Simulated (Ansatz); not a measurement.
## Run report: C3H4BrCl, nudged elastic band

- system: C3H4BrCl
- method: RKS r2SCAN-D4/def2-SVP (Ansatz 0.2.0)

One setting was made poor on purpose. It belongs to a series of runs on one base structure; here: band between the two ends. Figures and captions count atoms from 1; the log counts them from 0 in places.

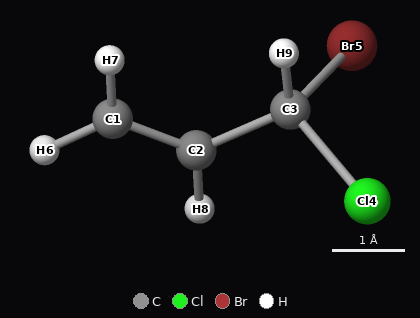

Fig. 1: The input geometry (ball-and-stick view, seen at a tilt; atoms are numbered from 1 in the order of the input).

Summary:

- outcome: converged
- barrier, forward: 3.556 eV
- barrier, backward: 3.737 eV
- hardware: 2 threads of AMD EPYC (Zen 5), 16 GiB of memory available, shared host
- wall time: 2 min (CPU time 3.8 min)
- peak memory: 0.2 GiB

Remarks:

A deliberately poor setting: loose force. The order of the saddle point was not checked.

Input:
```yaml
crystal:
  periodic: [false, false, false]
  atoms:
    - { symbol: C, position_ang: [0.035098, 0.619794, 1.32845] }
    - { symbol: C, position_ang: [-0.499524, 0.017904, 0.26012] }
    - { symbol: C, position_ang: [0.314079, -0.428974, -0.896635] }
    - { symbol: Cl, position_ang: [0.091612, -2.181408, -1.191208] }
    - { symbol: Br, position_ang: [-0.186808, 0.60177, -2.506414] }
    - { symbol: H, position_ang: [-0.58944, 0.938485, 2.167248] }
    - { symbol: H, position_ang: [1.110798, 0.815611, 1.397622] }
    - { symbol: H, position_ang: [-1.575398, -0.178028, 0.187259] }
    - { symbol: H, position_ang: [1.387982, -0.251353, -0.763743] }
basis:
  gaussian: { orbitals: def2-SVP }
hamiltonian:
  xc: r2scan
  dispersion: d4
neb:
  order_check: false
  images: 7
  f_tol: 0.2
  max_iterations: 60
  final_atoms:
    - { symbol: C, position_ang: [0.39039854, 0.18771221, 1.15470409] }
    - { symbol: C, position_ang: [-0.36209409, 0.35058474, -0.12216842] }
    - { symbol: C, position_ang: [-0.22252112, -0.40143594, -1.22383657] }
    - { symbol: Cl, position_ang: [0.88647133, -1.72643754, -1.35305498] }
    - { symbol: Br, position_ang: [-1.24554847, -0.08645003, -2.78722995] }
    - { symbol: H, position_ang: [-0.30514143, 0.01756928, 1.99405013] }
    - { symbol: H, position_ang: [0.95171574, 1.10739249, 1.39254914] }
    - { symbol: H, position_ang: [-1.10201394, 1.15608333, -0.18269882] }
    - { symbol: H, position_ang: [1.09713244, -0.65121754, 1.11038438] }
  initial_path:
    images:
      - { positions_ang: [[0.035098, 0.619794, 1.32845], [-0.499524, 0.017904, 0.26012], [0.314079, -0.428974, -0.896635], [0.091612, -2.181408, -1.191208], [-0.186808, 0.60177, -2.506414], [-0.58944, 0.938485, 2.167248], [1.110798, 0.815611, 1.397622], [-1.575398, -0.178028, 0.187259], [1.387982, -0.251353, -0.763743]] }
      - { positions_ang: [[0.07486518, 0.60277111, 1.30267631], [-0.47667652, 0.01463317, 0.23066299], [0.31563216, -0.43303236, -0.94134761], [0.11367834, -2.17743365, -1.22749661], [-0.21479177, 0.58720282, -2.53407757], [-0.56028416, 0.93143455, 2.13996211], [1.14238602, 0.81066806, 1.36985033], [-1.54189066, -0.1706868, 0.17356934], [1.23548041, -0.21175588, -0.53110031]] }
      - { positions_ang: [[0.11463235, 0.58574821, 1.27690263], [-0.45382903, 0.01136234, 0.20120598], [0.31718532, -0.43709072, -0.98606021], [0.13574469, -2.17345931, -1.26378522], [-0.24277554, 0.57263563, -2.56174114], [-0.53112832, 0.92438409, 2.11267623], [1.17397404, 0.80572512, 1.34207867], [-1.50838333, -0.1633456, 0.15987968], [1.08297883, -0.17215876, -0.29845762]] }
      - { positions_ang: [[0.15439953, 0.56872532, 1.25112894], [-0.43098155, 0.00809151, 0.17174896], [0.31873848, -0.44114909, -1.03077282], [0.15781103, -2.16948496, -1.30007382], [-0.27075932, 0.55806845, -2.58940471], [-0.50197248, 0.91733364, 2.08539034], [1.20556206, 0.80078218, 1.314307], [-1.47487599, -0.15600441, 0.14619003], [0.93047724, -0.13256163, -0.06581493]] }
      - { positions_ang: [[0.1941667, 0.55170242, 1.22535526], [-0.40813407, 0.00482068, 0.14229195], [0.32029164, -0.44520745, -1.07548542], [0.17987737, -2.16551062, -1.33636243], [-0.29874309, 0.54350126, -2.61706828], [-0.47281664, 0.91028319, 2.05810445], [1.23715009, 0.79583924, 1.28653534], [-1.44136866, -0.14866321, 0.13250037], [0.77797566, -0.09296451, 0.16682776]] }
      - { positions_ang: [[0.24322466, 0.46070487, 1.20769247], [-0.39662407, 0.09126169, 0.07617686], [0.18458845, -0.43426457, -1.11257321], [0.35652586, -2.05574235, -1.34053557], [-0.53544443, 0.38601344, -2.6596087], [-0.43089784, 0.68710471, 2.04209087], [1.1657915, 0.87372755, 1.31303879], [-1.35652998, 0.17752343, 0.05370057], [0.85776485, -0.23252777, 0.40271692]] }
      - { positions_ang: [[0.29228262, 0.36970732, 1.19002967], [-0.38511408, 0.17770271, 0.01006177], [0.04888526, -0.42332169, -1.149661], [0.53317435, -1.94597408, -1.3447087], [-0.77214578, 0.22852562, -2.70214912], [-0.38897904, 0.46392623, 2.02607729], [1.09443291, 0.95161587, 1.33954224], [-1.2716913, 0.50371006, -0.02509923], [0.93755405, -0.37209102, 0.63860607]] }
      - { positions_ang: [[0.34134058, 0.27870976, 1.17236688], [-0.37360408, 0.26414373, -0.05605333], [-0.08681793, -0.41237882, -1.18674879], [0.70982284, -1.83620581, -1.34888184], [-1.00884712, 0.07103779, -2.74468954], [-0.34706024, 0.24074776, 2.01006371], [1.02307432, 1.02950418, 1.36604569], [-1.18685262, 0.82989669, -0.10389903], [1.01734324, -0.51165428, 0.87449523]] }
      - { positions_ang: [[0.39039854, 0.18771221, 1.15470409], [-0.36209409, 0.35058474, -0.12216842], [-0.22252112, -0.40143594, -1.22383657], [0.88647133, -1.72643754, -1.35305498], [-1.24554847, -0.08645003, -2.78722995], [-0.30514143, 0.01756928, 1.99405013], [0.95171574, 1.10739249, 1.39254914], [-1.10201394, 1.15608333, -0.18269882], [1.09713244, -0.65121754, 1.11038438]] }
```

Run as:
```bash
ansatz run input.yaml --threads 2 --pin off --max-ram 3072MiB --backend cpu --events-out ev --progress --plain --runs-dir out
```

Output:
```
Engine: ansatz 0.2.0, x86_64-unknown-linux-gnu
Functional definition: r2SCAN
  parameter k0 = 0.174
  parameter k1 = 0.065
  parameter a1 = 4.9479
  exchange = r2scan_x(k0 = k0, k1 = k1, a1 = a1)
  correlation = r2scan_c
1246 factors; their error is unknown
mean field evaluation 1: about -85720.8591 eV, gradient 4.7e1 eV
mean field evaluation 2: about -85713.0451 eV, gradient 6.9e1 eV
mean field evaluation 4: about -85726.7538 eV, gradient 5.1e0 eV
mean field evaluation 8: about -85726.8178 eV, gradient 7.6e-2 eV
mean field evaluation 16: about -85726.7158 eV, gradient 1.1e-4 eV
mean field -85726.71577004 eV, -3150.3986968940 hartree, gradient 3.3e-5 eV, S^2 0.000000; 0 other end points of the search recorded, 0 dependent functions left out
the calculation of the forces begins
reference -85726.71577790 eV, -3150.3986971828 hartree; 37, 37 occupied and 75, 75 virtual orbitals, 1246 factors
1246 factors; their error is unknown
mean field evaluation 32: about -85726.8980 eV, gradient 1.9e-3 eV
mean field -85726.89802160 eV, -3150.4053945154 hartree, gradient 1.7e-5 eV, S^2 0.000000; 0 other end points of the search recorded, 0 dependent functions left out
[... from here on the field's lines of each further geometry are left out, up to the last ...]
NEB iter   1: max|band force component| = 8.300e0 eV/Å  barrier→ = 6.1657 eV  barrier← = 6.3473 eV  Δτ_max = 0.1965 Å  (272 SCF iters)
NEB iter   2: max|band force component| = 4.061e0 eV/Å  barrier→ = 4.6433 eV  barrier← = 4.8249 eV  Δτ_max = 0.1985 Å  (241 SCF iters)
NEB iter   3: max|band force component| = 2.971e0 eV/Å  barrier→ = 3.5389 eV  barrier← = 3.7205 eV  Δτ_max = 0.1967 Å  (244 SCF iters)
NEB iter   4: max|band force component| = 1.281e0 eV/Å  barrier→ = 3.0641 eV  barrier← = 3.2457 eV  Δτ_max = 0.1935 Å  (230 SCF iters)
NEB iter   5: max|band force component| = 1.076e0 eV/Å  barrier→ = 3.7594 eV  barrier← = 3.9410 eV  Δτ_max = 0.1995 Å  (233 SCF iters)
NEB iter   6: max|band force component| = 9.564e-1 eV/Å  barrier→ = 3.6095 eV  barrier← = 3.7911 eV  Δτ_max = 0.2000 Å  (233 SCF iters)
NEB iter   7: max|band force component| = 1.770e0 eV/Å  barrier→ = 3.2364 eV  barrier← = 3.4180 eV  Δτ_max = 0.0984 Å  (232 SCF iters)
NEB iter   8: max|band force component| = 2.403e0 eV/Å  barrier→ = 3.1365 eV  barrier← = 3.3180 eV  CI = image 4  Δτ_max = 0.0987 Å  (223 SCF iters)
NEB iter   9: max|band force component| = 1.418e0 eV/Å  barrier→ = 3.4672 eV  barrier← = 3.6488 eV  CI = image 4  Δτ_max = 0.1311 Å  (223 SCF iters)
NEB iter  10: max|band force component| = 6.339e-1 eV/Å  barrier→ = 3.5751 eV  barrier← = 3.7567 eV  CI = image 4  Δτ_max = 0.0552 Å  (227 SCF iters)
NEB iter  11: max|band force component| = 2.507e-1 eV/Å  barrier→ = 3.5588 eV  barrier← = 3.7404 eV  CI = image 4  Δτ_max = 0.0091 Å  (222 SCF iters)
the calculation of the forces begins
reference -85726.74650364 eV, -3150.3998263331 hartree; 37, 37 occupied and 75, 75 virtual orbitals, 1246 factors
1246 factors; their error is unknown
mean field evaluation 864: about -85723.2603 eV, gradient 8.3e-1 eV
mean field -85723.15881711 eV, -3150.2679812849 hartree, gradient 2.6e-5 eV, S^2 0.000000; 1 other end points of the search recorded, 0 dependent functions left out
the calculation of the forces begins
reference -85723.15882506 eV, -3150.2679815770 hartree; 37, 37 occupied and 75, 75 virtual orbitals, 1246 factors
NEB iter  12: max|band force component| = 1.024e-1 eV/Å  barrier→ = 3.5556 eV  barrier← = 3.7372 eV  CI = image 4  Δτ_max = 0.0000 Å  (460 SCF iters)
```

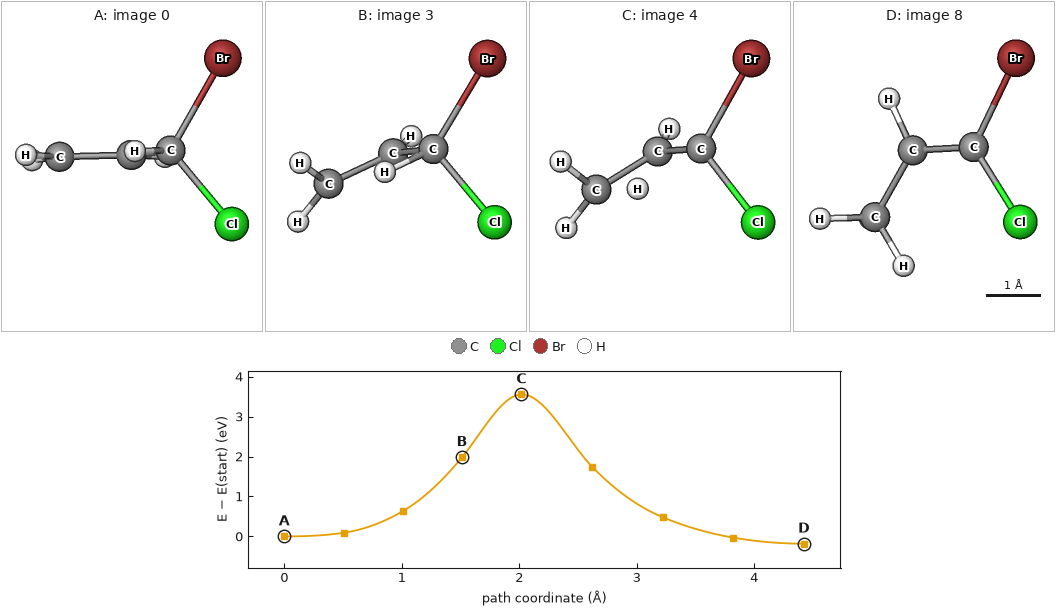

Fig. 2: Images of the last band (counted from 0; ball-and-stick, seen at a tilt) above the energy along the path; the line is a cubic interpolation that uses the forces. The highest image is number 4, 3.556 eV above the start and 3.737 eV above the end (the climbing image); the end lies 0.182 eV below the start. The path is 4.43 Å long. The band converged in 12 iterations.

```
Total energy: -85723.21713943 eV, -3150.2701245907 hartree
Atom 0 at     0.212487     0.336963     1.155441 Å, force     0.004265     0.056045     0.080715 eV/Å
Atom 1 at    -0.695691     0.204598     0.077704 Å, force    -0.048299     0.019768     0.065034 eV/Å
Atom 2 at     0.114108    -0.348518    -0.949655 Å, force     0.014089     0.111111    -0.042646 eV/Å
Atom 3 at     0.384213    -2.110088    -1.011083 Å, force     0.006037    -0.116424     0.005744 eV/Å
Atom 4 at    -0.155167     0.337591    -2.753919 Å, force     0.003106    -0.003186     0.012415 eV/Å
Atom 5 at    -0.070910     0.182183     2.212841 Å, force    -0.023820    -0.013814    -0.024950 eV/Å
Atom 6 at     0.996393     1.103626     1.053340 Å, force    -0.005745    -0.011590    -0.008493 eV/Å
Atom 7 at    -1.759803     0.470862     0.027583 Å, force     0.011995    -0.017665    -0.019115 eV/Å
Atom 8 at     1.062769    -0.223417     0.170446 Å, force     0.038372    -0.024245    -0.068704 eV/Å
Dipole moment:    -0.054105     0.235531     0.497765 e Å
this run last wrote the band of iteration 12 to [file]
```

The last band as extended XYZ (Å, eV, eV/Å):
```
9
Properties=species:S:1:pos:R:3:forces:R:3 image=0 energy=-85726.77271
C     0.0351    0.6198    1.3284    0.0047  -0.0041  -0.0080
C    -0.4995    0.0179    0.2601    0.0038   0.0022   0.0052
C     0.3141   -0.4290   -0.8966   -0.0083   0.0017  -0.0070
Cl    0.0916   -2.1814   -1.1912    0.0000  -0.0029   0.0030
Br   -0.1868    0.6018   -2.5064    0.0006   0.0001   0.0005
H    -0.5894    0.9385    2.1672    0.0041   0.0021   0.0033
H     1.1108    0.8156    1.3976   -0.0100  -0.0013   0.0030
H    -1.5754   -0.1780    0.1873   -0.0041  -0.0005  -0.0013
H     1.3880   -0.2514   -0.7637    0.0092   0.0028   0.0013
9
Properties=species:S:1:pos:R:3:forces:R:3 image=1 energy=-85726.68144
C     0.0373    0.5528    1.3211   -0.0094   0.0383   0.0351
C    -0.5756    0.1062    0.2187    0.0822  -0.0417   0.0373
C     0.2788   -0.3551   -0.9040    0.0283  -0.0214  -0.0145
Cl    0.2091   -2.1480   -1.0279   -0.0668  -0.0221  -0.0497
Br   -0.1658    0.4587   -2.6320   -0.0700   0.0750   0.0550
H    -0.4779    0.7447    2.2634   -0.1705   0.2486  -0.0436
H     1.1220    0.7045    1.3041    0.0328  -0.1233   0.1712
H    -1.6632   -0.0103    0.1355    0.0825  -0.1503   0.0265
H     1.3237   -0.0998   -0.6961    0.0908  -0.0032  -0.2173
9
Properties=species:S:1:pos:R:3:forces:R:3 image=2 energy=-85726.13932
C     0.0496    0.5104    1.2810   -0.1748   0.2159   0.1639
C    -0.6501    0.1529    0.1893    0.1550  -0.0817   0.1862
C     0.2416   -0.3259   -0.8923    0.0672   0.0242  -0.0386
Cl    0.2776   -2.1318   -0.9849   -0.3051  -0.0194   0.0367
Br   -0.1032    0.3913   -2.6788    0.0997   0.1648   0.1340
H    -0.3062    0.4879    2.3080   -0.5288   0.6797   0.1275
H     1.0906    0.8246    1.1370    0.1936  -0.6091   0.2933
H    -1.7449    0.1387    0.1087    0.1131  -0.5944   0.1460
H     1.2334   -0.0942   -0.4853    0.3801   0.2201  -1.0489
9
Properties=species:S:1:pos:R:3:forces:R:3 image=3 energy=-85724.78800
C     0.1003    0.4433    1.2310   -0.8339   0.7397   0.5547
C    -0.6865    0.1819    0.1445    0.0969  -0.0599   0.5663
C     0.2170   -0.3291   -0.8864    0.7917   0.2412   0.3928
Cl    0.3445   -2.1277   -1.0010   -0.5177  -0.2262   0.0543
Br   -0.1243    0.3533   -2.7131    0.4055   0.1805   0.3335
H    -0.1588    0.2927    2.2737   -0.7359   0.7710   0.4408
H     1.0432    0.9846    1.0596    0.4271  -1.0303   0.1143
H    -1.7732    0.3207    0.0667   -0.0374  -0.8905   0.2102
H     1.1261   -0.1661   -0.1925    0.4037   0.2745  -2.6670
9
Properties=species:S:1:pos:R:3:forces:R:3 image=4 energy=-85723.21713
C     0.2125    0.3370    1.1554    0.0043   0.0560   0.0807
C    -0.6957    0.2046    0.0777   -0.0483   0.0198   0.0650
C     0.1141   -0.3485   -0.9497    0.0141   0.1111  -0.0426
Cl    0.3842   -2.1101   -1.0111    0.0060  -0.1164   0.0057
Br   -0.1552    0.3376   -2.7539    0.0031  -0.0032   0.0124
H    -0.0709    0.1822    2.2128   -0.0238  -0.0138  -0.0249
H     0.9964    1.1036    1.0533   -0.0057  -0.0116  -0.0085
H    -1.7598    0.4709    0.0276    0.0120  -0.0177  -0.0191
H     1.0628   -0.2234    0.1704    0.0384  -0.0242  -0.0687
9
Properties=species:S:1:pos:R:3:forces:R:3 image=5 energy=-85725.02398
C     0.3170    0.2611    1.1132    0.5767  -0.3721  -0.2429
C    -0.6658    0.2137    0.0157    0.1209   0.0086  -0.3223
C    -0.1238   -0.4049   -1.0738   -1.2854  -0.2756  -0.7434
Cl    0.4913   -2.0417   -1.0329    0.7141   0.3327  -0.0581
Br   -0.2494    0.3167   -2.8143   -0.5510  -0.2106  -0.3158
H    -0.0033    0.0858    2.1604    0.3625  -0.4738  -0.2967
H     0.8993    1.1985    1.0801   -0.5949   0.6034   0.1176
H    -1.6718    0.6517   -0.0182    0.4576   0.8960  -0.2368
H     1.0949   -0.3272    0.5524    0.1994  -0.5087   2.0984
9
Properties=species:S:1:pos:R:3:forces:R:3 image=6 energy=-85726.29152
C     0.3496    0.2235    1.1226    0.0479  -0.0654   0.0270
C    -0.5969    0.2251   -0.0297    0.1377  -0.0003  -0.1088
C    -0.2506   -0.4502   -1.1436   -0.2398  -0.1121  -0.1663
Cl    0.6260   -1.9524   -1.1059    0.3734   0.2046  -0.1335
Br   -0.5266    0.2324   -2.8814   -0.5684  -0.2155  -0.1488
H    -0.0320    0.0152    2.1335   -0.1038  -0.1345  -0.0601
H     0.8277    1.2214    1.1408   -0.2104   0.0855   0.1348
H    -1.4653    0.8932   -0.0792    0.4292   0.4747  -0.1575
H     1.1565   -0.4544    0.8255    0.1343  -0.2369   0.6131
9
Properties=species:S:1:pos:R:3:forces:R:3 image=7 energy=-85726.80305
C     0.3739    0.1991    1.1431    0.0041  -0.0161   0.0253
C    -0.4790    0.2833   -0.0771    0.0919   0.0477  -0.0492
C    -0.2623   -0.4428   -1.1852    0.0267  -0.0004  -0.0346
Cl    0.7266   -1.8680   -1.2116    0.1316   0.0818  -0.0862
Br   -0.8996    0.0888   -2.8835   -0.3039  -0.1411  -0.0117
H    -0.1585   -0.0172    2.0825   -0.1334  -0.0263  -0.0447
H     0.8590    1.1839    1.2651   -0.0069  -0.0154   0.1175
H    -1.2372    1.0722   -0.1446    0.1824   0.1257  -0.0757
H     1.1655   -0.5455    0.9941    0.0075  -0.0560   0.1593
9
Properties=species:S:1:pos:R:3:forces:R:3 image=8 energy=-85726.95430
C     0.3904    0.1877    1.1547   -0.0006   0.0000  -0.0011
C    -0.3621    0.3506   -0.1222    0.0006  -0.0005  -0.0004
C    -0.2225   -0.4014   -1.2238    0.0003  -0.0019  -0.0005
Cl    0.8865   -1.7264   -1.3531    0.0000  -0.0003  -0.0002
Br   -1.2455   -0.0864   -2.7872   -0.0002   0.0006   0.0000
H    -0.3051    0.0176    1.9941   -0.0003  -0.0005   0.0003
H     0.9517    1.1074    1.3925   -0.0002   0.0007   0.0003
H    -1.1020    1.1561   -0.1827   -0.0005   0.0017   0.0009
H     1.0971   -0.6512    1.1104    0.0008   0.0002   0.0007
```
